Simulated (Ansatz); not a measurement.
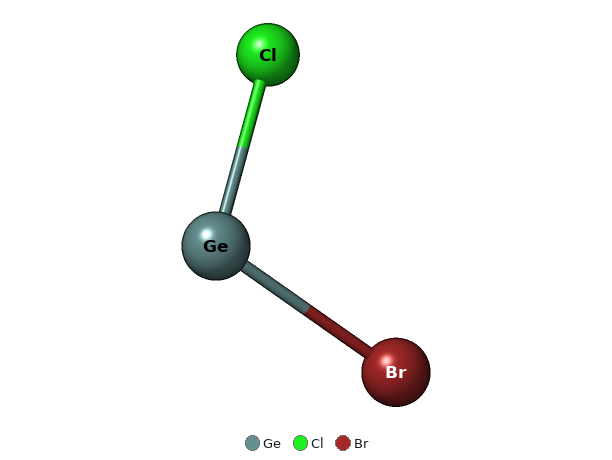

Harmonic vibrations computed with RKS PBE0-D4/def2-TZVP (Ansatz 0.2.0) at a stationary point of the same level.

Question: Is this a minimum or a saddle point?

Answer: A minimum: no imaginary frequency, and the lowest mode lies at 131 cm⁻¹.

Question: List the wavenumbers.

Answer: 3 modes: 131, 289, 399 cm⁻¹.
